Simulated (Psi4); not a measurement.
# PO (SMILES O=[P]): a chain of runs

Aim: a structure relaxation (doublet PO, UPBE0-D4/6-311G**), then the energy (singlet PO+, PBE0-D4/6-311G**), then a structure relaxation (singlet PO+, PBE0-D4/6-311G**), then a single-point energy (doublet PO, UPBE0-D4/6-311G**) of OP. 

Program for the calculation: Psi4 1.11.

## Step 1: The structure to begin with

PO: 2 atoms, total charge 0, spin state doublet. As SMILES, `O=[P]`. All atoms were displaced at random from a relaxed shape. The run starts from this shape.

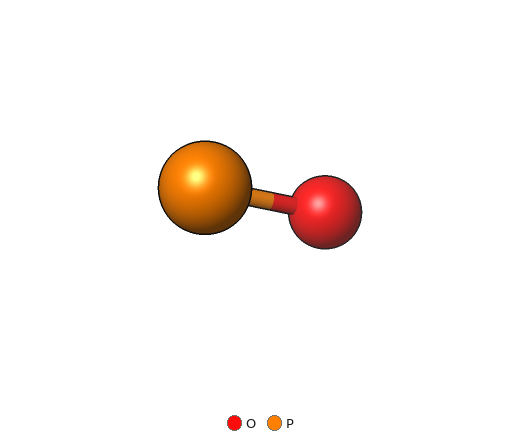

Viewed from a chosen angle; oxygen red, phosphorus orange.

## Step 2: A structure relaxation at UPBE0-D4/6-311G(d,p) (density fitting) (run 1)

job.inp

```
memory 1.6 GB

molecule {
  0 2
  O
  P 1 r2

  r2 = 1.427497
}

set globals {
  reference uks
}

opt("pbe0-d4/6-311G**")
```

Run with:

```
$ psi4 -n 1 job.inp job.out
```

job.out:

```text
[...]
  Running in c2v symmetry.
[...]
  Nuclear repulsion =   44.484342370176613
[...]
  Multiplicity = 2
[...]
  Nalpha       = 12
  Nbeta        = 11
[...]
    Number of basis functions: 44
[...]
   @DF-UKS iter   1:  -416.16172135496612   -1.82501e-01   2.74459e-02 ADIIS/DIIS
[...]
   @DF-UKS iter   7:  -416.34430859528027   -1.70530e-13   5.47010e-09 DIIS
[...]
   @S^2 Observed:                7.532281471E-01
[...]
  @DF-UKS Final Energy:  -416.34430859528027
   => Energetics <=
    Nuclear Repulsion Energy =             42.7754437628637803
    One-Electron Energy =                -660.2833620721102079
    Two-Electron Energy =                 225.0452824328412191
    DFT Exchange-Correlation Energy =     -23.8810958930297197
    Empirical Dispersion Energy =          -0.0005768258453089
    VV10 Nonlocal Energy =                  0.0000000000000000
    Total Energy =                       -416.3443085952802676
  UHF NO Occupations:
  HONO-2 :    2 B1 1.9993775
  HONO-1 :    7 A1 1.9991568
[...]
 Multipole Moments:
 ------------------------------------------------------------------------------------
     Multipole            Electronic (a.u.)      Nuclear  (a.u.)        Total (a.u.)
 ------------------------------------------------------------------------------------
 L = 1.  Multiply by 2.5417464519 to convert [e a0] to [Debye]
 Dipole X            :          0.0000000            0.0000000            0.0000000
 Dipole Y            :          0.0000000            0.0000000            0.0000000
 Dipole Z            :          1.3244630           -0.4698434            0.8546196
 Magnitude           :                                                    0.8546196
[...]
  -Total Gradient:
     Atom            X                  Y                   Z
    ------   -----------------  -----------------  -----------------
       1       -0.000000000000     0.000000000000     0.000096736278
       2        0.000000000000     0.000000000000    -0.000061886935
[...]
    Final optimized geometry and variables:
    Molecular point group: c2v
    Full point group: C_inf_v
    Geometry (in Angstrom), charge = 0, multiplicity = 2:
    O
    P             1          r2
    r2        =    1.4845261602
    Psi4 run time: 0:00:07.37
[...]
```

The script printed:

```text
Optimizer: Optimization complete!
```

Wall time 8.4 s (1 thread of Intel Xeon Platinum 8488C (Sapphire Rapids), shared host); peak memory 0.28 GiB.

Steps, from the record of the run:

| step | energy from the first frame kept (eV) | largest force (eV/Å) |
| --- | --- | --- |
| 0 | 0.0000 | 4.2216 |
| 1 | -0.1049 | 1.0887 |
| 2 | -0.1136 | 0.1642 |
| 3 | -0.1138 | 0.0266 |
| 4 | -0.1138 | 0.0050 |

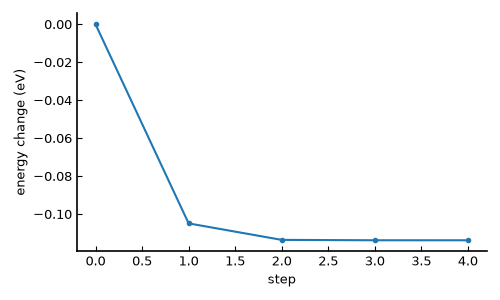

Energy along the run.

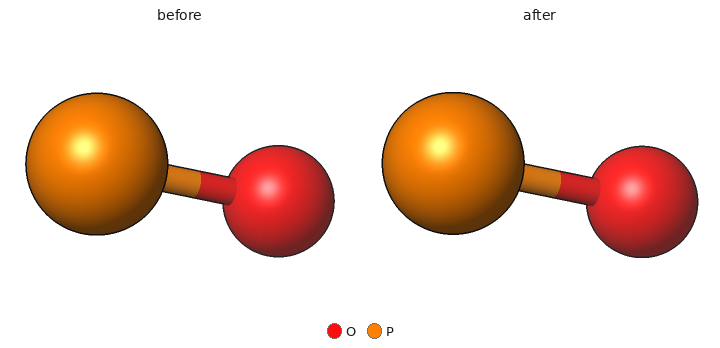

Before and after, at one scale.

After the run. Bond lengths: O1–P2 1.485 Å.

## Step 3: The singlet cation: a single-point energy at PBE0-D4/6-311G(d,p) (density fitting) (run 2)

calc.dat

```
memory 1600 MB

molecule geom {
  1 1
  O     -0.066996    -0.075042    -0.025095
  P      0.036909     0.049212     1.450569
}

set basis 6-311G**

e, wfn = energy('pbe0-d4', return_wfn=True)
```

Run with:

```
$ psi4 calc.dat calc.out -n 1
```

calc.out:

```text
[...]
  Running in c2v symmetry.
[...]
  Nuclear repulsion =   42.775427981811760
[...]
  Multiplicity = 1
[...]
  Nalpha       = 11
  Nbeta        = 11
[...]
    Number of basis functions: 44
[...]
   @DF-RKS iter   1:  -415.84909199964562    4.67205e-02   2.52633e-02 ADIIS/DIIS
[...]
   @DF-RKS iter   9:  -416.02850412546758   -1.79710e-09   1.77141e-07 DIIS
[...]
    Orbital Energies [Eh]
    ---------------------
    Doubly Occupied:
       1A1   -77.657267     2A1   -19.589618     3A1    -7.051326
       1B2    -5.187440     1B1    -5.187440     4A1    -5.182229
       5A1    -1.382522     6A1    -0.889276     2B1    -0.719754
       2B2    -0.719754     7A1    -0.718938
[...]
  @DF-RKS Final Energy:  -416.02850412546758
   => Energetics <=
    Nuclear Repulsion Energy =             42.7754279818117595
    One-Electron Energy =                -652.2865385576872086
    Two-Electron Energy =                 217.0908670515020731
    DFT Exchange-Correlation Energy =     -23.6078310824251467
    Empirical Dispersion Energy =          -0.0004295186690184
    VV10 Nonlocal Energy =                  0.0000000000000000
    Total Energy =                       -416.0285041254675775
[...]
 Multipole Moments:
 ------------------------------------------------------------------------------------
     Multipole            Electronic (a.u.)      Nuclear  (a.u.)        Total (a.u.)
 ------------------------------------------------------------------------------------
 L = 1.  Multiply by 2.5417464519 to convert [e a0] to [Debye]
 Dipole X            :          0.0000000            0.0000000            0.0000000
 Dipole Y            :          0.0000000            0.0000000            0.0000000
 Dipole Z            :          1.8379559           -0.4698436            1.3681124
 Magnitude           :                                                    1.3681124
[...]
```

Run time: 3.3 s. Hardware: 1 thread of Intel Xeon Platinum 8488C (Sapphire Rapids), shared host; peak memory 0.25 GiB.

## Step 4: The singlet cation: a structure relaxation at PBE0-D4/6-311G(d,p) (density fitting) (run 3)

job.in

```
memory 1.6 GB

molecule geom {
  1 1
  O
  P 1 r2

  r2 = 1.484527
  symmetry c1
}

set globals {
  basis 6-311G**
}

e_tot = opt('pbe0-d4')
```

Run with:

```
$ psi4 job.in job.out -n 1
```

job.out:

```text
[...]
  Running in c1 symmetry.
[...]
  Nuclear repulsion =   42.775419564884977
[...]
  Multiplicity = 1
[...]
  Nalpha       = 11
  Nbeta        = 11
[...]
    Number of basis functions: 44
[...]
   @DF-RKS iter   1:  -415.84909189608470    4.67202e-02   1.50602e-02 ADIIS/DIIS
[...]
   @DF-RKS iter   6:  -416.03324765559643   -1.08002e-12   2.76645e-09 DIIS
[...]
    Orbital Energies [Eh]
    ---------------------
    Doubly Occupied:
       1A    -77.646530     2A    -19.585376     3A     -7.044293
       4A     -5.180037     5A     -5.180037     6A     -5.175376
       7A     -1.406055     8A     -0.883111     9A     -0.735450
      10A     -0.735450    11A     -0.722097
[...]
  @DF-RKS Final Energy:  -416.03324765559643
   => Energetics <=
    Nuclear Repulsion Energy =             44.5326493819078948
    One-Electron Energy =                -655.7694951877667791
    Two-Electron Energy =                 218.8482859454938136
    DFT Exchange-Correlation Energy =     -23.6442578541771091
    Empirical Dispersion Energy =          -0.0004299410541582
    VV10 Nonlocal Energy =                  0.0000000000000000
    Total Energy =                       -416.0332476555964263
[...]
 Multipole Moments:
 ------------------------------------------------------------------------------------
     Multipole            Electronic (a.u.)      Nuclear  (a.u.)        Total (a.u.)
 ------------------------------------------------------------------------------------
 L = 1.  Multiply by 2.5417464519 to convert [e a0] to [Debye]
 Dipole X            :          0.0000000            0.0000000            0.0000000
 Dipole Y            :          0.0000000            0.0000000            0.0000000
 Dipole Z            :          1.7685319           -0.4513039            1.3172280
 Magnitude           :                                                    1.3172280
[...]
  -Total Gradient:
     Atom            X                  Y                   Z
    ------   -----------------  -----------------  -----------------
       1        0.000000000000    -0.000000000000     0.000105418236
       2       -0.000000000000     0.000000000000    -0.000061664581
[...]
    Final optimized geometry and variables:
    Molecular point group: c1
    Full point group: C_inf_v
    Geometry (in Angstrom), charge = 1, multiplicity = 1:
    O
    P             1          r2
    r2        =    1.4259485156
    Psi4 run time: 0:00:05.70
[...]
```

The script printed:

```text
Optimizer: Optimization complete!
```

Run time: 6.6 s. Hardware: 1 thread of Intel Xeon Platinum 8488C (Sapphire Rapids), shared host; peak memory 0.28 GiB.

Step by step:

| step | energy from the first frame kept (eV) | largest force (eV/Å) |
| --- | --- | --- |
| 0 | 0.0000 | 4.1563 |
| 1 | -0.1271 | 0.5738 |
| 2 | -0.1290 | 0.1160 |
| 3 | -0.1291 | 0.0232 |
| 4 | -0.1291 | 0.0054 |

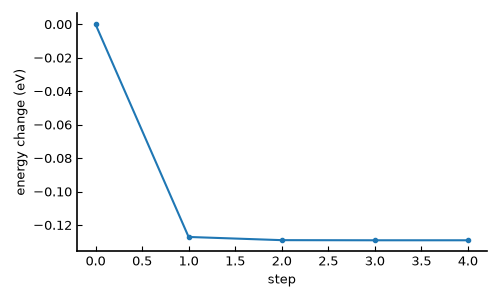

Energy along the run.

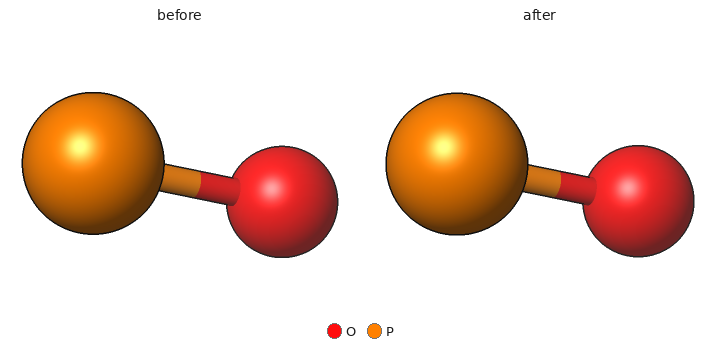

Before and after, at one scale.

After the run. Bond lengths: O1–P2 1.426 Å.

## Step 5: A single-point energy at UPBE0-D4/6-311G(d,p) (density fitting) (run 4)

op.in

```
memory 1600 MB

molecule {
  0 2
  O     -0.064292    -0.071809     0.013304
  P      0.035513     0.047542     1.430740
}

set {
  reference uks
}

e, wfn = energy("pbe0-d4/6-311G**", return_wfn=True)
```

Run with:

```
$ psi4 -i op.in -o op.out -n 1
```

op.out:

```text
[...]
  Running in c2v symmetry.
[...]
  Nuclear repulsion =   44.532634661207958
[...]
  Multiplicity = 2
[...]
  Nalpha       = 12
  Nbeta        = 11
[...]
    Number of basis functions: 44
[...]
   @DF-UKS iter   1:  -416.16146710091533   -1.79890e-01   2.74581e-02 ADIIS/DIIS
[...]
   @DF-UKS iter  10:  -416.33988364962465   -4.32345e-09   2.81953e-07 DIIS
[...]
   @S^2 Observed:                7.530273278E-01
[...]
    Orbital Energies [Eh]
    ---------------------
    Alpha Occupied:
       1A1   -77.262721     2A1   -19.231580     3A1    -6.666971
       1B2    -4.804543     1B1    -4.801895     4A1    -4.799826
       5A1    -1.078863     6A1    -0.570603     2B1    -0.438732
       2B2    -0.420156     7A1    -0.408380     3B1    -0.200117
    Alpha Virtual:
       3B2    -0.111949     8A1     0.031497     4B1     0.162135
       4B2     0.166344     9A1     0.230667    10A1     0.386338
       1A2     0.625599    11A1     0.628640     5B1     0.674229
       5B2     0.682620    12A1     0.758361     6B1     0.862693
       6B2     0.862835    13A1     1.174849    14A1     1.211668
[...]
  @DF-UKS Final Energy:  -416.33988364962465
   => Energetics <=
    Nuclear Repulsion Energy =             44.5326346612079575
    One-Electron Energy =                -663.7627413765167148
    Two-Electron Energy =                 226.8056103405744182
    DFT Exchange-Correlation Energy =     -23.9148096511663546
    Empirical Dispersion Energy =          -0.0005776237239168
    VV10 Nonlocal Energy =                  0.0000000000000000
    Total Energy =                       -416.3398836496247100
  UHF NO Occupations:
  HONO-2 :    2 B1 1.9994362
  HONO-1 :    7 A1 1.9991664
[...]
 Multipole Moments:
 ------------------------------------------------------------------------------------
     Multipole            Electronic (a.u.)      Nuclear  (a.u.)        Total (a.u.)
 ------------------------------------------------------------------------------------
 L = 1.  Multiply by 2.5417464519 to convert [e a0] to [Debye]
 Dipole X            :          0.0000000           -0.0000000           -0.0000000
 Dipole Y            :          0.0000000            0.0000000            0.0000000
 Dipole Z            :          1.2335323           -0.4513041            0.7822282
 Magnitude           :                                                    0.7822282
[...]
```

Run time: 3.6 s. Hardware: 1 thread of Intel Xeon Platinum 8488C (Sapphire Rapids), shared host; peak memory 0.25 GiB.

## Step 6: Outcome

```
                                                               quantity          value
                      run 1, UPBE0-D4/6-311G**: total energy at the end  -416.34431 Eh
                                run 1, UPBE0-D4/6-311G**: dipole moment         2.17 D
           run 1, UPBE0-D4/6-311G**: HOMO energy (highest over α and β)       -5.69 eV
            run 1, UPBE0-D4/6-311G**: LUMO energy (lowest over α and β)       -3.28 eV
                                  run 1, UPBE0-D4/6-311G**: bond length        1.485 Å
                            run 1, UPBE0-D4/6-311G**: dispersion energy   -1.51 kJ/mol
                                         run 1, UPBE0-D4/6-311G**: ⟨S²⟩          0.753
                                    singlet cation, run 2: total energy  -416.02850 Eh
                                     singlet cation, run 2: HOMO energy      -19.56 eV
                                     singlet cation, run 2: LUMO energy      -11.50 eV
                                   singlet cation, run 2: HOMO–LUMO gap        8.07 eV
                               singlet cation, run 2: dispersion energy   -1.13 kJ/mol
                         singlet cation, run 3: total energy at the end  -416.03325 Eh
                                     singlet cation, run 3: HOMO energy      -19.65 eV
                                     singlet cation, run 3: LUMO energy      -11.24 eV
                                   singlet cation, run 3: HOMO–LUMO gap        8.41 eV
                                     singlet cation, run 3: bond length        1.426 Å
                               singlet cation, run 3: dispersion energy   -1.13 kJ/mol
                                 run 4, UPBE0-D4/6-311G**: total energy  -416.33988 Eh
                                run 4, UPBE0-D4/6-311G**: dipole moment         1.99 D
           run 4, UPBE0-D4/6-311G**: HOMO energy (highest over α and β)       -5.45 eV
            run 4, UPBE0-D4/6-311G**: LUMO energy (lowest over α and β)       -3.05 eV
                            run 4, UPBE0-D4/6-311G**: dispersion energy   -1.52 kJ/mol
adiabatic ionisation energy (to the singlet cation, no zero-point term)       8.464 eV
```

**Reading.** The adiabatic ionisation energy (to the singlet cation, no zero-point term) is 8.46 eV (817 kJ/mol). The optimisation (run 1, UPBE0-D4/6-311G**) took 5 steps and changed the energy by -0.114 eV. The optimisation (singlet cation, run 3) took 5 steps and changed the energy by -0.129 eV.
